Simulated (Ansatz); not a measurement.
# Cu wire along [110], 37 atoms a period: bands along the axis

Aim: is the Cu wire along [110], 37 atoms a period a metal or a semiconductor?

Calculated with Ansatz 0.2.0; DFT PBE, plane waves, PAW; relaxation of a wire's period; PAW set soft_1, in the first sound run; inputs show where later runs differ.

### Step 1. Set-up

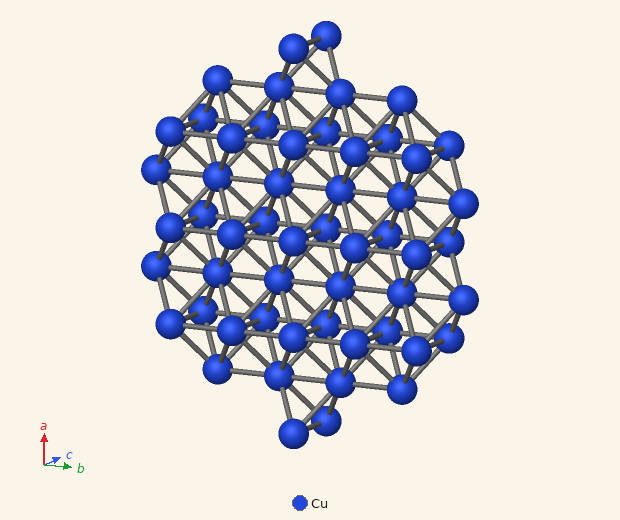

Start, viewed at a slant to the c axis; copper blue. Some periodic images of atoms are drawn too.

The cell holds 37 atoms: 37 Cu. Its edges and angles: a = 21.320 Å, b = 19.634 Å, c = 2.567 Å, α = 90.0°, β = 90.0°, γ = 90.0°. Vacuum lies along a and b. The structure's axis is c.

### Step 2. Relaxing the period

Band widths follow the bond lengths, so the wire is relaxed first. The atoms and the third cell vector are free; the box across stays fixed as vacuum. A Fermi-Dirac smearing is set since the result may be a metal. The pressure printed is a third of the stress's trace over the whole box, vacuum included; only the stress along the axis is relaxed.

input.yaml

```yaml
crystal:
  lattice:
    - [21.32, 0.0, 0.0]
    - [0.0, 19.634, 0.0]
    - [0.0, 0.0, 2.5667976157]
  atoms:
    - { symbol: Cu, position: [0.159474672, 0.499999696, 0.0] }
    - { symbol: Cu, position: [0.329737336, 0.369267415, 0.0] }
    - { symbol: Cu, position: [0.329737336, 0.238535133, 0.0] }
    - { symbol: Cu, position: [0.329737336, 0.499999696, 0.0] }
    - { symbol: Cu, position: [0.5, 0.369267415, 0.0] }
    - { symbol: Cu, position: [0.5, 0.238535133, 0.0] }
    - { symbol: Cu, position: [0.5, 0.499999696, 0.0] }
    - { symbol: Cu, position: [0.670262664, 0.369267415, 0.0] }
    - { symbol: Cu, position: [0.670262664, 0.238535133, 0.0] }
    - { symbol: Cu, position: [0.670262664, 0.499999696, 0.0] }
    - { symbol: Cu, position: [0.840525328, 0.499999696, 0.0] }
    - { symbol: Cu, position: [0.244606004, 0.303901274, 0.5] }
    - { symbol: Cu, position: [0.244606004, 0.434633556, 0.5] }
    - { symbol: Cu, position: [0.244606004, 0.565365837, 0.5] }
    - { symbol: Cu, position: [0.244606004, 0.696098119, 0.5] }
    - { symbol: Cu, position: [0.414868668, 0.173168993, 0.5] }
    - { symbol: Cu, position: [0.414868668, 0.303901274, 0.5] }
    - { symbol: Cu, position: [0.414868668, 0.434633556, 0.5] }
    - { symbol: Cu, position: [0.414868668, 0.565365837, 0.5] }
    - { symbol: Cu, position: [0.414868668, 0.696098119, 0.5] }
    - { symbol: Cu, position: [0.414868668, 0.8268304, 0.5] }
    - { symbol: Cu, position: [0.585131332, 0.173168993, 0.5] }
    - { symbol: Cu, position: [0.585131332, 0.303901274, 0.5] }
    - { symbol: Cu, position: [0.585131332, 0.434633556, 0.5] }
    - { symbol: Cu, position: [0.585131332, 0.565365837, 0.5] }
    - { symbol: Cu, position: [0.585131332, 0.696098119, 0.5] }
    - { symbol: Cu, position: [0.585131332, 0.8268304, 0.5] }
    - { symbol: Cu, position: [0.755393996, 0.303901274, 0.5] }
    - { symbol: Cu, position: [0.755393996, 0.434633556, 0.5] }
    - { symbol: Cu, position: [0.755393996, 0.565365837, 0.5] }
    - { symbol: Cu, position: [0.755393996, 0.696098119, 0.5] }
    - { symbol: Cu, position: [0.329737336, 0.630731978, 0.0] }
    - { symbol: Cu, position: [0.329737336, 0.761464259, 0.0] }
    - { symbol: Cu, position: [0.5, 0.630731978, 0.0] }
    - { symbol: Cu, position: [0.5, 0.761464259, 0.0] }
    - { symbol: Cu, position: [0.670262664, 0.630731978, 0.0] }
    - { symbol: Cu, position: [0.670262664, 0.761464259, 0.0] }
kpoints:
  mp_grid: { grid: [1, 1, 32] }
scf:
  occupations: { method: fermi_dirac, width: 0.05 }
hamiltonian:
  xc: pbe
  pseudopotentials: { kind: paw, azcp: { folder: soft_1 } }
relax:
  cell: { fix: [a, b, alpha, beta, gamma] }
  max_steps: 45
  f_tol: 0.03
```

Run with:

```console
ansatz run input.yaml --threads 16 --pin off --max-ram 61440MiB --backend cuda --events-out ev --progress --plain --runs-dir out --max-vram 78GiB
```

Numbers of over 12 decimals in the logs are rounded to 6 here.

The program printed:

```text
Engine: ansatz 0.2.0, aarch64-unknown-linux-gnu
Pseudopotentials: kind: paw
Pseudopotential: Cu, paw, valence charge 19, recommended cutoff 420 eV (normal), soft_1/Cu.paw.azcp
Functional definition: PBE
  parameter kappa = 0.804
  parameter beta = 0.066725
  exchange = pbe_x(kappa = kappa, mu = beta*pi^2/3)
  correlation = pbe_c(beta = beta)
concurrent solve slots: 9 of 16 are kept, ahead of what memory takes: no pass of the eigensolver takes more rounds on 9
[...]
Crystal: 37 atoms, lattice volume = 1074.453 Å³
Basis set: ecut = 420 eV, 21067 PW (Γ), exchange–correlation on 288×270×36 points (8 copies of the dense FFT grid, shifted against one another)
Bands: 422, of which v1, the nominal top of the filled ones, is band 352 counted from 1 (351 counted from 0)
Symmetry: 8 space group operations
Space group: Pmmm (ITA 47), of the structure as read, at distance tolerance 1.0e-4 Å
k-points: 17 of 32
Non-local potential: Cu, projectors of the file, l = 0: 3, l = 1: 2, l = 2: 3, l = 3: 1
PAW form: soft (Blöchl's): semilocal exchange-correlation on the pseudo side does not see the compensation charge
PAW one-centre angular grid: Cu, 590 points (default); XC on 64 Gauss nodes
Initial density: superposition of atomic densities (neutral atoms: chi_scale 0, normalization atom)
Initial wavefunctions: pseudopotential atomic-orbital guess
[...]
Functional: x = pbe(κ = 0.804, μ = 0.219515), c = pbe(β = 0.066725)
SCF iter   1: F=—  HF=-245148.183166 eV  |F-HF|=—  |Δ(HF+E_count)|=         —  Δρ=1.56e-1  dr2=1.61e2  ethr=3.10e-3  ⟨swp⟩=6.3  Hψ=27901  notcnv=0  defer=404
preconditioner: auto → LDOS  [metal: Δε(μ)=0.014 eV  Ē_g=7.218 eV  σ=0.050 eV  W_gap=0.07  n_scr=244 (ndim 8)  ℏωp=22.9 eV  f_vac=0.532  D(μ)=19.88/eV (n_scr^D=114)  β→1.0]
SCF iter   2: F=—  HF=-245321.422336 eV  |F-HF|=—  |Δ(HF+E_count)|=    1.73e2  Δρ=3.16e-1  dr2=6.46e2  ethr=3.10e-3  ⟨swp⟩=4.0  Hψ=22049  notcnv=0  defer=907  recentre
[...]
SCF iter  15: F=-245119.622411 eV  HF=-245119.622411 eV  |F-HF|=4.89e-8  |Δ(HF+E_count)|=   7.92e-9  Δρ=1.95e-6  dr2=3.77e-8  ethr=1.42e-11  ⟨swp⟩=3.0  Hψ=26220  notcnv=0
SCF 1 converged in 15 iterations: F = -245119.622411 eV  dr2 = 3.77e-8
  greatest PAW one-centre occupation: 1.000 electrons in one spin orbital (limit 2), on the Cu atom at site 10 (counted from 0), in its partial waves of l = 0
relax step   1: F+E_penalty+E_count = -245119.62241146 eV  Δ(F+E_penalty+E_count) = +0.000e0 eV  max|allowed force component| = 6.086e-1 eV/Å  Δτ_max = 0.0000 Å  P = -1.686 GPa  Ω = 1074.453 Å³  fix = [a, b, alpha, beta, gamma]  reactions: a -1.520, b -1.467 GPa  (15 SCF iters, dr2 threshold 1.00e-7 eV, accepted)
concurrent solve slots: 9 of 16 are kept, ahead of what memory takes: no pass of the eigensolver takes more rounds on 9
[...]
Crystal: 37 atoms, lattice volume = 1066.366 Å³
Basis set: ecut = 420 eV, 20887 PW (Γ), exchange–correlation on 288×270×36 points (8 copies of the dense FFT grid, shifted against one another)
[...]
iter 1 solved again at ethr=3.20e-5 eV; its pass at ethr=3.10e-3 eV (dr2=2.25e-1 eV) is discarded
SCF iter   1: F=—  HF=-245119.975365 eV  |F-HF|=—  |Δ(HF+E_count)|=         —  Δρ=6.19e-3  dr2=2.31e-1  ethr=3.20e-5  ⟨swp⟩=3.5  Hψ=35425  notcnv=0
preconditioner: auto → LDOS  [metal: Δε(μ)=0.007 eV  Ē_g=7.963 eV  σ=0.050 eV  W_gap=0.04  n_scr=232 (ndim 8)  ℏωp=22.9 eV  f_vac=0.536  D(μ)=13.23/eV (n_scr^D=70)  β→1.0]
SCF iter   2: F=—  HF=-245120.143443 eV  |F-HF|=—  |Δ(HF+E_count)|=   1.68e-1  Δρ=1.31e-2  dr2=1.02e0  ethr=3.20e-5  ⟨swp⟩=3.1  Hψ=15282  notcnv=0  recentre
[...]
SCF iter   8: F=-245119.930671 eV  HF=-245119.930672 eV  |F-HF|=9.92e-7  |Δ(HF+E_count)|=   5.71e-6  Δρ=1.77e-5  dr2=2.96e-6  ethr=5.26e-10  ⟨swp⟩=3.0  Hψ=26324  notcnv=0
SCF 2 converged in 8 iterations: F = -245119.930671 eV  dr2 = 2.96e-6
relax step   2: F+E_penalty+E_count = -245119.93067109 eV  Δ(F+E_penalty+E_count) = -3.083e-1 eV  max|allowed force component| = 3.636e-1 eV/Å  Δτ_max = 0.0606 Å  P = -0.820 GPa  Ω = 1066.366 Å³  energy of the carried Pulay correction = +2.671e-3 eV  fix = [a, b, alpha, beta, gamma]  reactions: a -0.685, b -0.694 GPa  (8 SCF iters, dr2 threshold 3.70e-6 eV, accepted)
[...]
SCF 3 converged in 9 iterations: F = -245120.088325 eV  dr2 = 2.20e-6
[...]
SCF 4 converged in 8 iterations: F = -245120.095467 eV  dr2 = 6.86e-7
[...]
SCF 5 converged in 9 iterations: F = -245120.097630 eV  dr2 = 1.16e-8
[...]
SCF 6 converged in 10 iterations: F = -245120.090603 eV  dr2 = 1.21e-10
[...]
SCF converged after 10 iterations
[...]
--- Relaxed structure (5 steps of the walk, 5 accepted, 1 SCFs on fresh bases) ---
  F+E_penalty+E_count = -245120.09060253 eV   max|allowed force component| = 2.366e-3 eV/Å   (the final SCF, on the basis selected at the relaxed cell)
  cell:  # Å, volume = 1055.5162 Å³
    - [21.32, 0.0, 0.0]
    - [0.0, 19.634, 0.0]
    - [0.0, 0.0, 2.521558]
  atoms:
    - { symbol: Cu, position: [0.162251, 0.5, 0.0] }
    - { symbol: Cu, position: [0.327600, 0.371708, 0.0] }
    - { symbol: Cu, position: [0.328554, 0.239348, 0.0] }
    - { symbol: Cu, position: [0.326835, 0.5, 0.0] }
    - { symbol: Cu, position: [0.5, 0.370501, 0.0] }
    - { symbol: Cu, position: [0.5, 0.238581, 0.0] }
    - { symbol: Cu, position: [0.5, 0.5, 0.0] }
    - { symbol: Cu, position: [0.672400, 0.371708, 0.0] }
    - { symbol: Cu, position: [0.671446, 0.239348, 0.0] }
    - { symbol: Cu, position: [0.673165, 0.5, 0.0] }
    - { symbol: Cu, position: [0.837749, 0.5, 0.0] }
    - { symbol: Cu, position: [0.247834, 0.305564, 0.5] }
    - { symbol: Cu, position: [0.240045, 0.432861, 0.5] }
    - { symbol: Cu, position: [0.240045, 0.567139, 0.5] }
    - { symbol: Cu, position: [0.247834, 0.694436, 0.5] }
    - { symbol: Cu, position: [0.413973, 0.180685, 0.5] }
    - { symbol: Cu, position: [0.414393, 0.306665, 0.5] }
    - { symbol: Cu, position: [0.413657, 0.435472, 0.5] }
    - { symbol: Cu, position: [0.413657, 0.564528, 0.5] }
    - { symbol: Cu, position: [0.414393, 0.693335, 0.5] }
    - { symbol: Cu, position: [0.413973, 0.819315, 0.5] }
    - { symbol: Cu, position: [0.586027, 0.180685, 0.5] }
    - { symbol: Cu, position: [0.585607, 0.306665, 0.5] }
    - { symbol: Cu, position: [0.586343, 0.435472, 0.5] }
    - { symbol: Cu, position: [0.586343, 0.564528, 0.5] }
    - { symbol: Cu, position: [0.585607, 0.693335, 0.5] }
    - { symbol: Cu, position: [0.586027, 0.819315, 0.5] }
    - { symbol: Cu, position: [0.752166, 0.305564, 0.5] }
    - { symbol: Cu, position: [0.759955, 0.432861, 0.5] }
    - { symbol: Cu, position: [0.759955, 0.567139, 0.5] }
    - { symbol: Cu, position: [0.752166, 0.694436, 0.5] }
    - { symbol: Cu, position: [0.327600, 0.628292, 0.0] }
    - { symbol: Cu, position: [0.328554, 0.760652, 0.0] }
    - { symbol: Cu, position: [0.5, 0.629499, 0.0] }
    - { symbol: Cu, position: [0.5, 0.761419, 0.0] }
    - { symbol: Cu, position: [0.672400, 0.628292, 0.0] }
    - { symbol: Cu, position: [0.671446, 0.760652, 0.0] }
```

Wall time 19 s (1 × NVIDIA GB200 with 16 threads of Arm Neoverse V2, shared host); peak memory 1.6 GiB.

Step by step:

```csv
step,energy less that of the first step (eV),largest force component (eV/Å),pressure (GPa),volume (Å³)
1,0.0000,0.6086,-1.69,1074.45
2,-0.3083,0.3636,-0.82,1066.37
3,-0.4659,0.1159,0.22,1055.43
4,-0.4731,0.0413,-0.08,1056.07
5,-0.4752,0.0024,0.00,1055.52
6,-0.4682,0.0024,0.00,1055.52
```

The log counts 1 steps on a newly chosen plane-wave basis, not all of them marked here; energy and pressure can jump at such steps.

Forces are held to the 8 operations that the run works with; a distortion that breaks them can't arise in this run.

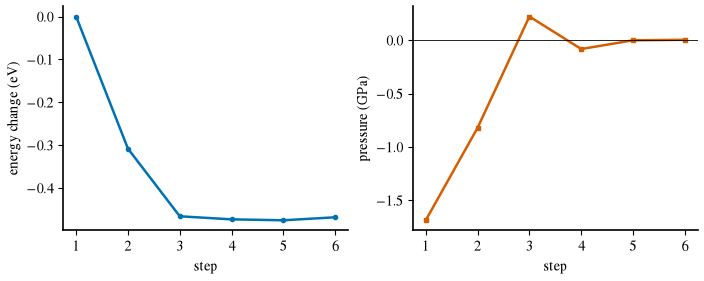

Energy and pressure along the relaxation.

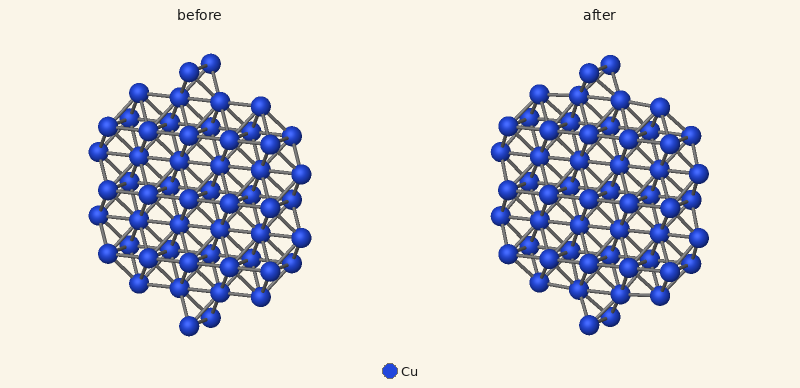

Before and after, at one scale.

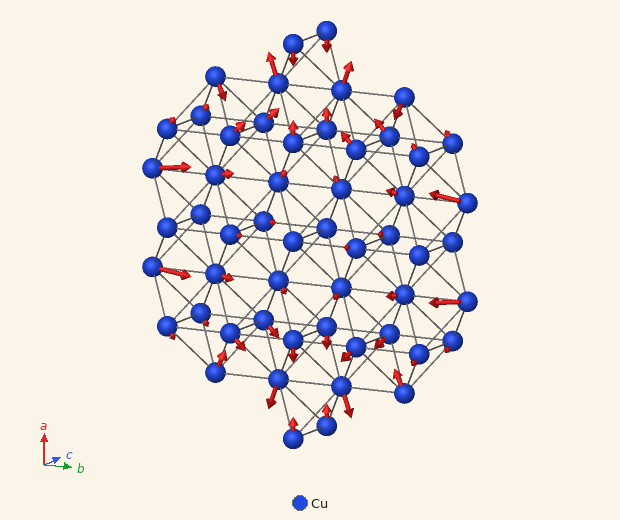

Displacements in the relaxation, exaggerated, measured against the changing cell; the longest in the cell stands for 0.15 Å. Some periodic images of atoms are drawn too.

```csv
cell as run,before,after,change
c (Å),2.567,2.522,-1.8 %
```

The atoms that moved most (Å, along periodic axes as changes of fractional coordinates times the final cell, across vacuum about the mean position):

```csv
atom,dx,dy,dz,length
Cu21,-0.019,-0.148,0.000,0.149
Cu27,0.019,-0.148,0.000,0.149
Cu16,-0.019,0.148,0.000,0.149
Cu22,0.019,0.148,0.000,0.149
Cu13,-0.097,-0.035,0.000,0.103
Cu29,0.097,-0.035,0.000,0.103
Cu14,-0.097,0.035,0.000,0.103
Cu30,0.097,0.035,0.000,0.103
```

Numbers from this step:

* energy at zero smearing: -245120.0381 eV
* cell length along the wire: 2.522 Å

The cell's length comes to 2.522 Å with spin left out.

### Step 3. The perfect wire

This step: DFT PBE, plane waves, PAW; bands of a perfect wire; PAW set soft_1 (Ansatz 0.2.0).

At the relaxed period the bands are computed along the axis; those that cross an energy going forward count the channels that a perfect wire would open there.

input.yaml

```yaml
crystal:
  lattice:
    - [21.32, 0.0, 0.0]
    - [0.0, 19.634, 0.0]
    - [0.0, 0.0, 2.5215578053]
  atoms:
    - { symbol: Cu, position: [0.162251051, 0.5, 0.0] }
    - { symbol: Cu, position: [0.327600415, 0.371708394, 0.0] }
    - { symbol: Cu, position: [0.328554308, 0.239347616, 0.0] }
    - { symbol: Cu, position: [0.326835327, 0.5, 0.0] }
    - { symbol: Cu, position: [0.5, 0.37050059, 0.0] }
    - { symbol: Cu, position: [0.5, 0.238580627, 0.0] }
    - { symbol: Cu, position: [0.5, 0.5, 0.0] }
    - { symbol: Cu, position: [0.672399585, 0.371708394, 0.0] }
    - { symbol: Cu, position: [0.671445692, 0.239347616, 0.0] }
    - { symbol: Cu, position: [0.673164673, 0.5, 0.0] }
    - { symbol: Cu, position: [0.837748949, 0.5, 0.0] }
    - { symbol: Cu, position: [0.247833791, 0.305563744, 0.5] }
    - { symbol: Cu, position: [0.240044979, 0.432860732, 0.5] }
    - { symbol: Cu, position: [0.240044979, 0.567139268, 0.5] }
    - { symbol: Cu, position: [0.247833791, 0.694436256, 0.5] }
    - { symbol: Cu, position: [0.413972922, 0.180684637, 0.5] }
    - { symbol: Cu, position: [0.414392506, 0.306665077, 0.5] }
    - { symbol: Cu, position: [0.413656836, 0.435472096, 0.5] }
    - { symbol: Cu, position: [0.413656836, 0.564527904, 0.5] }
    - { symbol: Cu, position: [0.414392506, 0.693334923, 0.5] }
    - { symbol: Cu, position: [0.413972922, 0.819315363, 0.5] }
    - { symbol: Cu, position: [0.586027078, 0.180684637, 0.5] }
    - { symbol: Cu, position: [0.585607494, 0.306665077, 0.5] }
    - { symbol: Cu, position: [0.586343164, 0.435472096, 0.5] }
    - { symbol: Cu, position: [0.586343164, 0.564527904, 0.5] }
    - { symbol: Cu, position: [0.585607494, 0.693334923, 0.5] }
    - { symbol: Cu, position: [0.586027078, 0.819315363, 0.5] }
    - { symbol: Cu, position: [0.752166209, 0.305563744, 0.5] }
    - { symbol: Cu, position: [0.759955021, 0.432860732, 0.5] }
    - { symbol: Cu, position: [0.759955021, 0.567139268, 0.5] }
    - { symbol: Cu, position: [0.752166209, 0.694436256, 0.5] }
    - { symbol: Cu, position: [0.327600415, 0.628291606, 0.0] }
    - { symbol: Cu, position: [0.328554308, 0.760652384, 0.0] }
    - { symbol: Cu, position: [0.5, 0.62949941, 0.0] }
    - { symbol: Cu, position: [0.5, 0.761419373, 0.0] }
    - { symbol: Cu, position: [0.672399585, 0.628291606, 0.0] }
    - { symbol: Cu, position: [0.671445692, 0.760652384, 0.0] }
kpoints:
  mp_grid: { grid: [1, 1, 32] }
  band_path: { path: ["Γ", Z], npoints: 90 }
scf:
  occupations: { method: fermi_dirac, width: 0.05 }
hamiltonian:
  xc: pbe
  pseudopotentials: { kind: paw, azcp: { folder: soft_1 } }
output:
  dos: { e_range: [-5, 4] }
  write_potential: true
  write_density: true
  volumetric_format: npy
```

The program printed:

```text
[...]
Crystal: 37 atoms, lattice volume = 1055.516 Å³
Basis set: ecut = 420 eV, 20623 PW (Γ)
Bands: 422, of which v1, the nominal top of the filled ones, is band 352 counted from 1 (351 counted from 0)
[... 1 set-up line as in the run before ...]
[...]
k-points: 17 of 32
[...]
SCF iter   1: F=—  HF=-245149.437264 eV  |F-HF|=—  |Δ(HF+E_count)|=         —  Δρ=1.59e-1  dr2=1.63e2  ethr=3.10e-3  ⟨swp⟩=6.4  Hψ=28169  notcnv=0  defer=434
[...]
SCF iter   6: F=—  HF=-245120.080041 eV  |F-HF|=—  |Δ(HF+E_count)|=   4.17e-2  Δρ=2.06e-3  dr2=2.64e-2  ethr=1.63e-5  ⟨swp⟩=2.1  Hψ=9973  notcnv=0  defer=926
[...]
SCF iter  13: F=—  HF=-245120.090646 eV  |F-HF|=—  |Δ(HF+E_count)|=   2.59e-6  Δρ=6.57e-6  dr2=4.61e-7  ethr=5.37e-10  ⟨swp⟩=2.3  Hψ=9639  notcnv=0  defer=926
[...]
SCF iter  15: F=-245120.090647 eV  HF=-245120.090647 eV  |F-HF|=5.37e-8  |Δ(HF+E_count)|=   5.65e-8  Δρ=1.62e-6  dr2=2.65e-8  ethr=1.42e-11  ⟨swp⟩=2.8  Hψ=19628  notcnv=0
SCF 1 converged in 15 iterations: F = -245120.090647 eV  dr2 = 2.65e-8
[...]
NSCF: frozen V_eff on 91 k-points
[...]
SCF converged after 15 iterations
[...]
```

Wall time 18 s (1 × NVIDIA GB200 with 16 threads); peak memory 3.7 GiB.

Reading the cycles: dr2 is the Hartree energy of the density residual (eV), the measure of convergence; HF is the Harris–Foulkes estimate of the energy, which meets the free energy F at convergence.

Numbers from this step:

| Quantity | Value |
| --- | --- |
| band gap on the path through both edges | 0 eV |

Electronic bands along the path, in eV, zero at the Fermi level; # counts the bands kept:

```csv
point,#57,#58,#59,#60,#61,#62,#63,#64
Γ,-1.32,-1.32,-1.32,-1.31,-1.31,-1.22,-1.17,-1.16
Z,0.91,0.99,1.03,1.10,1.13,1.18,1.32,1.55
```

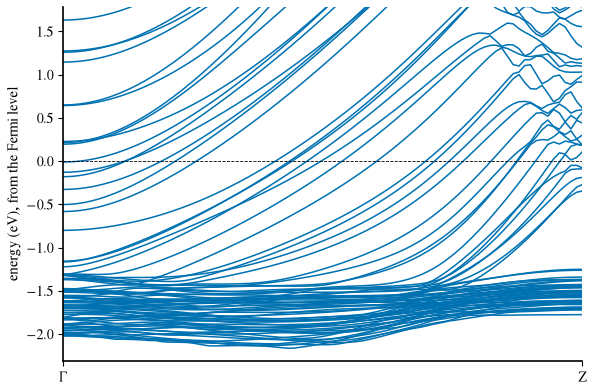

Electronic bands along the path.

Between Γ and Z the bands cross the Fermi level 24 times, so a perfect wire would conduct at least 24 G₀, with spin left out.

### Step 4. Results

| Quantity | Value |
| --- | --- |
| cell length, PBE | 2.522 Å |
| ballistic conductance by band crossings, a lower bound, PBE | 24 G₀ |

**Reading.** Under PBE the cell's length is 2.52 Å, and the bands cross the Fermi level 24 times between Γ and Z, which gives a perfect wire at least 24 G₀ (opposite crossings within one step of the path cancel in such a count).

[Logs are printed without paths, hosts, clocks, repeated set-up lines and the standing remarks that a program may print on its own settings, such as how far it seeks lower states.]

[Hosts, paths, dates, database ids (printed as entryN), source tags and the programs' standing remarks are cut or masked in the printed files.]
